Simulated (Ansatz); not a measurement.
## SiH2S2: molecular dynamics (part 3 of 3)

The same run, continued: SiH2S2; RKS SPW92 (LDA)/def2-SVP (Ansatz 0.2.0). 

Geometry of the input (Å):
```
S  -1.8707  0.6833  0.8217
Si -0.5449  -0.3540  -0.2268
S  1.5537  0.0628  -0.1499
H  -0.6079  -1.4582  -1.1549
H  1.4698  1.0661  0.7100
```

**Trajectory as extended XYZ, continued**
```
5
Properties=species:S:1:pos:R:3:forces:R:3 step=49 time_fs=49.0 energy=-29465.85433 temperature=772.4
S    -1.8015    0.8220    0.4531    1.3179  -0.9192  -0.2403
Si   -0.2855   -0.3647   -0.1707   -0.1189   2.3067   0.8361
S     1.9089    0.0566    0.1344   -1.5402  -0.0369  -0.1633
H    -0.6425   -1.3186   -1.2322    0.4504  -0.7046  -0.2695
H     1.6702    1.3269    0.6589   -0.1093  -0.6460  -0.1630
5
Properties=species:S:1:pos:R:3:forces:R:3 step=51 time_fs=51.0 energy=-29465.85321 temperature=626.4
S    -1.8010    0.8242    0.4318    1.2636  -0.8604  -0.1922
Si   -0.2753   -0.3569   -0.1623   -0.4379   1.2455  -0.2864
S     1.9142    0.0575    0.1425   -1.3063  -0.7263  -0.4433
H    -0.6369   -1.3915   -1.2823    0.7688   0.3093   0.8069
H     1.7273    1.3132    0.6371   -0.2881   0.0319   0.1150
5
Properties=species:S:1:pos:R:3:forces:R:3 step=52 time_fs=52.0 energy=-29465.82464 temperature=545.5
S    -1.8003    0.8244    0.4212    1.2225  -0.8193  -0.1646
Si   -0.2706   -0.3527   -0.1593   -0.4819   0.9527  -0.5643
S     1.9160    0.0579    0.1468   -1.2045  -1.1468  -0.6038
H    -0.6280   -1.4165   -1.2956    0.8262   0.5578   1.0542
H     1.7480    1.3028    0.6276   -0.3623   0.4556   0.2785
5
Properties=species:S:1:pos:R:3:forces:R:3 step=53 time_fs=53.0 energy=-29465.81297 temperature=540.2
S    -1.7993    0.8236    0.4117    1.1771  -0.7668  -0.1377
Si   -0.2651   -0.3472   -0.1571   -0.4770   0.7779  -0.6841
S     1.9187    0.0573    0.1519   -1.1383  -1.4284  -0.7084
H    -0.6160   -1.4328   -1.2933    0.8423   0.6701   1.1445
H     1.7656    1.2962    0.6222   -0.4041   0.7472   0.3856
5
Properties=species:S:1:pos:R:3:forces:R:3 step=54 time_fs=54.0 energy=-29465.83125 temperature=625.5
S    -1.7977    0.8217    0.4033    1.1047  -0.6926  -0.1088
Si   -0.2599   -0.3406   -0.1550   -0.3980   0.6684  -0.6943
S     1.9218    0.0562    0.1572   -1.1050  -1.5619  -0.7513
H    -0.5963   -1.4457   -1.2741    0.8174   0.6901   1.1220
H     1.7837    1.2960    0.6147   -0.4191   0.8959   0.4324
5
Properties=species:S:1:pos:R:3:forces:R:3 step=55 time_fs=55.0 energy=-29465.87694 temperature=658.7
S    -1.7953    0.8191    0.3962    1.0156  -0.6045  -0.0785
Si   -0.2545   -0.3337   -0.1519   -0.2715   0.6129  -0.6284
S     1.9254    0.0554    0.1623   -1.1099  -1.4480  -0.6971
H    -0.5718   -1.4553   -1.2413    0.7642   0.6327   1.0161
H     1.7961    1.3056    0.6041   -0.3985   0.8068   0.3878
5
Properties=species:S:1:pos:R:3:forces:R:3 step=56 time_fs=56.0 energy=-29465.94386 temperature=711.1
S    -1.7927    0.8166    0.3903    0.9348  -0.5212  -0.0539
Si   -0.2485   -0.3271   -0.1482   -0.1309   0.6377  -0.4834
S     1.9288    0.0545    0.1668   -1.1582  -0.9778  -0.5220
H    -0.5436   -1.4594   -1.1987    0.6826   0.4808   0.8266
H     1.7946    1.3271    0.5928   -0.3282   0.3804   0.2328
5
Properties=species:S:1:pos:R:3:forces:R:3 step=57 time_fs=57.0 energy=-29466.00608 temperature=814.8
S    -1.7909    0.8141    0.3850    0.8746  -0.4568  -0.0449
Si   -0.2427   -0.3212   -0.1444    0.0178   0.7722  -0.2405
S     1.9315    0.0527    0.1714   -1.2303  -0.3377  -0.3094
H    -0.5084   -1.4629   -1.1457    0.5669   0.2250   0.5506
H     1.7867    1.3548    0.5834   -0.2290  -0.2027   0.0442
5
Properties=species:S:1:pos:R:3:forces:R:3 step=58 time_fs=58.0 energy=-29466.04686 temperature=838.6
S    -1.7901    0.8115    0.3801    0.8390  -0.4164  -0.0553
Si   -0.2367   -0.3156   -0.1412    0.1622   0.9887   0.0627
S     1.9336    0.0517    0.1757   -1.2947   0.1571  -0.1615
H    -0.4650   -1.4710   -1.0854    0.4289  -0.1006   0.2322
H     1.7758    1.3776    0.5746   -0.1354  -0.6288  -0.0782
5
Properties=species:S:1:pos:R:3:forces:R:3 step=59 time_fs=59.0 energy=-29466.07133 temperature=875.3
S    -1.7897    0.8097    0.3746    0.8057  -0.3794  -0.0701
Si   -0.2310   -0.3094   -0.1380    0.3045   1.2177   0.3538
S     1.9358    0.0514    0.1795   -1.3579   0.4616  -0.0796
H    -0.4179   -1.4815   -1.0235    0.2912  -0.4551  -0.0748
H     1.7579    1.3904    0.5656   -0.0435  -0.8447  -0.1294
5
Properties=species:S:1:pos:R:3:forces:R:3 step=60 time_fs=60.0 energy=-29466.08367 temperature=928.9
S    -1.7897    0.8085    0.3685    0.7652  -0.3340  -0.0786
Si   -0.2255   -0.3024   -0.1334    0.4247   1.4054   0.5809
S     1.9376    0.0515    0.1835   -1.4152   0.6540  -0.0337
H    -0.3729   -1.4923   -0.9631    0.1739  -0.7941  -0.3298
H     1.7339    1.3965    0.5550    0.0514  -0.9312  -0.1388
5
Properties=species:S:1:pos:R:3:forces:R:3 step=61 time_fs=61.0 energy=-29466.09257 temperature=871.1
S    -1.7898    0.8069    0.3625    0.7165  -0.2758  -0.0781
Si   -0.2196   -0.2948   -0.1273    0.5000   1.4687   0.6946
S     1.9385    0.0524    0.1873   -1.4534   0.7700  -0.0079
H    -0.3350   -1.5051   -0.9068    0.0910  -1.0313  -0.4836
H     1.7044    1.3975    0.5447    0.1459  -0.9316  -0.1250
5
Properties=species:S:1:pos:R:3:forces:R:3 step=62 time_fs=62.0 energy=-29466.11682 temperature=812.3
S    -1.7899    0.8054    0.3568    0.6562  -0.2076  -0.0746
Si   -0.2142   -0.2865   -0.1215    0.5441   1.2145   0.6072
S     1.9387    0.0544    0.1900   -1.4641   0.7764  -0.0108
H    -0.3029   -1.5303   -0.8573    0.0444  -0.9615  -0.4351
H     1.6756    1.3927    0.5349    0.2195  -0.8218  -0.0867
5
Properties=species:S:1:pos:R:3:forces:R:3 step=63 time_fs=63.0 energy=-29466.15272 temperature=870.3
S    -1.7900    0.8039    0.3515    0.6129  -0.1531  -0.0803
Si   -0.2083   -0.2783   -0.1164    0.5359   0.6434   0.3627
S     1.9381    0.0567    0.1906   -1.4216   0.6768  -0.0413
H    -0.2719   -1.5720   -0.8120    0.0125  -0.5612  -0.2172
H     1.6513    1.3838    0.5209    0.2603  -0.6059  -0.0240
5
Properties=species:S:1:pos:R:3:forces:R:3 step=64 time_fs=64.0 energy=-29466.17394 temperature=864.7
S    -1.7901    0.8026    0.3466    0.5877  -0.1086  -0.0901
Si   -0.2021   -0.2711   -0.1110    0.4844  -0.0783   0.0862
S     1.9361    0.0584    0.1909   -1.3164   0.4337  -0.1064
H    -0.2463   -1.6238   -0.7683   -0.0175  -0.0010   0.0394
H     1.6277    1.3686    0.5022    0.2618  -0.2458   0.0709
5
Properties=species:S:1:pos:R:3:forces:R:3 step=65 time_fs=65.0 energy=-29466.15790 temperature=963.9
S    -1.7897    0.8024    0.3414    0.5489  -0.0514  -0.0924
Si   -0.1967   -0.2636   -0.1052    0.4337  -0.8338  -0.1536
S     1.9328    0.0596    0.1926   -1.1497   0.0161  -0.2060
H    -0.2273   -1.6784   -0.7259   -0.0481   0.5746   0.2524
H     1.6003    1.3452    0.4845    0.2152   0.2945   0.1996
5
Properties=species:S:1:pos:R:3:forces:R:3 step=66 time_fs=66.0 energy=-29466.10534 temperature=875.3
S    -1.7887    0.8029    0.3365    0.4995   0.0109  -0.0888
Si   -0.1915   -0.2558   -0.0991    0.3794  -1.4918  -0.3205
S     1.9278    0.0598    0.1955   -0.9451  -0.3643  -0.2858
H    -0.2079   -1.7268   -0.6855   -0.0926   1.0361   0.3800
H     1.5680    1.3212    0.4741    0.1588   0.8092   0.3151
5
Properties=species:S:1:pos:R:3:forces:R:3 step=67 time_fs=67.0 energy=-29466.04643 temperature=708.8
S    -1.7875    0.8039    0.3323    0.4496   0.0702  -0.0835
Si   -0.1868   -0.2484   -0.0929    0.3183  -1.9660  -0.4022
S     1.9221    0.0592    0.1982   -0.7532  -0.5669  -0.3213
H    -0.1899   -1.7619   -0.6441   -0.1431   1.3196   0.4191
H     1.5358    1.3030    0.4698    0.1284   1.1432   0.3879
5
Properties=species:S:1:pos:R:3:forces:R:3 step=68 time_fs=68.0 energy=-29466.01371 temperature=678.7
S    -1.7865    0.8053    0.3287    0.4099   0.1246  -0.0805
Si   -0.1823   -0.2414   -0.0871    0.2283  -2.2421  -0.4008
S     1.9162    0.0584    0.2011   -0.6290  -0.4815  -0.2943
H    -0.1789   -1.7800   -0.5971   -0.1789   1.4240   0.3831
H     1.5045    1.2951    0.4701    0.1697   1.1749   0.3925
5
Properties=species:S:1:pos:R:3:forces:R:3 step=69 time_fs=69.0 energy=-29466.00756 temperature=708.4
S    -1.7853    0.8077    0.3256    0.3881   0.1653  -0.0836
Si   -0.1782   -0.2354   -0.0818    0.1216  -2.3514  -0.3363
S     1.9105    0.0571    0.2045   -0.5806  -0.1582  -0.2174
H    -0.1701   -1.7830   -0.5441   -0.2154   1.3786   0.2919
H     1.4690    1.2932    0.4780    0.2862   0.9658   0.3454
5
Properties=species:S:1:pos:R:3:forces:R:3 step=71 time_fs=71.0 energy=-29466.02677 temperature=823.9
S    -1.7830    0.8135    0.3182    0.3549   0.2427  -0.0868
Si   -0.1716   -0.2266   -0.0723   -0.1147  -2.0142  -0.0963
S     1.8989    0.0554    0.2124   -0.5563   0.5953  -0.0296
H    -0.1669   -1.7411   -0.4378   -0.2664   0.7569  -0.0017
H     1.3911    1.2920    0.5049    0.5824   0.4193   0.2144
5
Properties=species:S:1:pos:R:3:forces:R:3 step=72 time_fs=72.0 energy=-29466.01309 temperature=874.7
S    -1.7813    0.8167    0.3139    0.3234   0.2930  -0.0826
Si   -0.1689   -0.2232   -0.0672   -0.2194  -1.4698   0.0734
S     1.8930    0.0549    0.2176   -0.5734   1.0050   0.0787
H    -0.1699   -1.6983   -0.3876   -0.2911   0.0660  -0.2032
H     1.3480    1.2943    0.5184    0.7605   0.1057   0.1337
5
Properties=species:S:1:pos:R:3:forces:R:3 step=73 time_fs=73.0 energy=-29465.95210 temperature=902.4
S    -1.7790    0.8211    0.3099    0.2870   0.3411  -0.0802
Si   -0.1667   -0.2199   -0.0619   -0.3093  -0.6893   0.2625
S     1.8868    0.0547    0.2229   -0.5906   1.4069   0.1924
H    -0.1714   -1.6527   -0.3367   -0.3256  -0.8458  -0.4175
H     1.3090    1.2992    0.5366    0.9384  -0.2130   0.0428
5
Properties=species:S:1:pos:R:3:forces:R:3 step=74 time_fs=74.0 energy=-29465.85893 temperature=686.8
S    -1.7767    0.8266    0.3062    0.2643   0.3752  -0.0807
Si   -0.1649   -0.2171   -0.0568   -0.4136   0.0880   0.4065
S     1.8802    0.0555    0.2276   -0.5843   1.7435   0.3069
H    -0.1750   -1.6174   -0.2905   -0.3543  -1.7139  -0.5787
H     1.2757    1.3048    0.5621    1.0879  -0.4927  -0.0539
5
Properties=species:S:1:pos:R:3:forces:R:3 step=75 time_fs=75.0 energy=-29465.78801 temperature=595.1
S    -1.7752    0.8328    0.3024    0.2679   0.3862  -0.0852
Si   -0.1633   -0.2145   -0.0521   -0.5555   0.4955   0.4546
S     1.8732    0.0575    0.2318   -0.5303   1.9755   0.4078
H    -0.1803   -1.6015   -0.2542   -0.3698  -2.1660  -0.6372
H     1.2506    1.3098    0.5890    1.1878  -0.6913  -0.1399
5
Properties=species:S:1:pos:R:3:forces:R:3 step=76 time_fs=76.0 energy=-29465.77301 temperature=457.7
S    -1.7745    0.8392    0.2993    0.2969   0.3792  -0.0920
Si   -0.1617   -0.2120   -0.0477   -0.7526   0.4357   0.4221
S     1.8657    0.0600    0.2353   -0.4021   2.0581   0.4708
H    -0.1906   -1.6040   -0.2286   -0.3630  -2.1169  -0.6132
H     1.2346    1.3103    0.6106    1.2207  -0.7562  -0.1878
5
Properties=species:S:1:pos:R:3:forces:R:3 step=77 time_fs=77.0 energy=-29465.81891 temperature=502.5
S    -1.7739    0.8461    0.2971    0.3330   0.3631  -0.0995
Si   -0.1610   -0.2098   -0.0440   -0.9606  -0.0618   0.3394
S     1.8589    0.0634    0.2390   -0.2290   1.9705   0.4789
H    -0.2071   -1.6245   -0.2121   -0.3209  -1.5957  -0.5323
H     1.2313    1.3051    0.6269    1.1775  -0.6761  -0.1865
5
Properties=species:S:1:pos:R:3:forces:R:3 step=78 time_fs=78.0 energy=-29465.88622 temperature=586.9
S    -1.7739    0.8537    0.2949    0.3877   0.3261  -0.1115
Si   -0.1607   -0.2083   -0.0406   -1.2107  -0.7992   0.2396
S     1.8522    0.0674    0.2427   -0.0015   1.7548   0.4431
H    -0.2253   -1.6605   -0.2003   -0.2453  -0.7966  -0.4261
H     1.2399    1.2972    0.6392    1.0698  -0.4852  -0.1451
5
Properties=species:S:1:pos:R:3:forces:R:3 step=79 time_fs=79.0 energy=-29465.93031 temperature=644.4
S    -1.7740    0.8607    0.2921    0.4352   0.2882  -0.1212
Si   -0.1609   -0.2071   -0.0373   -1.4906  -1.5262   0.1442
S     1.8445    0.0708    0.2470    0.3015   1.4256   0.3711
H    -0.2435   -1.7032   -0.1923   -0.1525  -0.0014  -0.3302
H     1.2566    1.2860    0.6508    0.9063  -0.1862  -0.0639
5
Properties=species:S:1:pos:R:3:forces:R:3 step=80 time_fs=80.0 energy=-29465.94073 temperature=677.9
S    -1.7736    0.8677    0.2893    0.4565   0.2621  -0.1271
Si   -0.1623   -0.2063   -0.0348   -1.7313  -2.0716   0.0737
S     1.8364    0.0744    0.2518    0.6879   0.8631   0.2143
H    -0.2616   -1.7423   -0.1860   -0.0622   0.6050  -0.2633
H     1.2805    1.2669    0.6620    0.6491   0.3415   0.1024
```

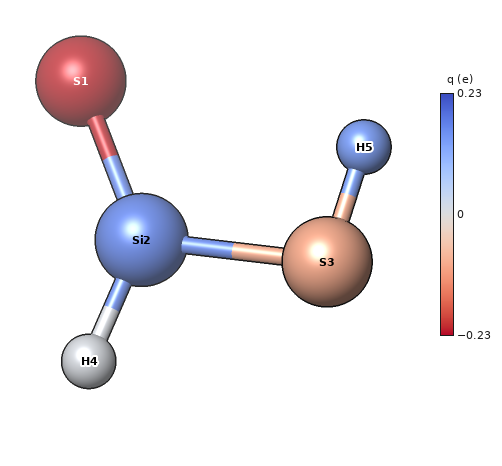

Figure 1. Mulliken charges, as the colour of each atom (ball-and-stick view, seen at a tilt; atoms are numbered from 1 in the order of the input). By element: S −0.21 to −0.09, Si +0.16 and H +0.01 to +0.14 e.
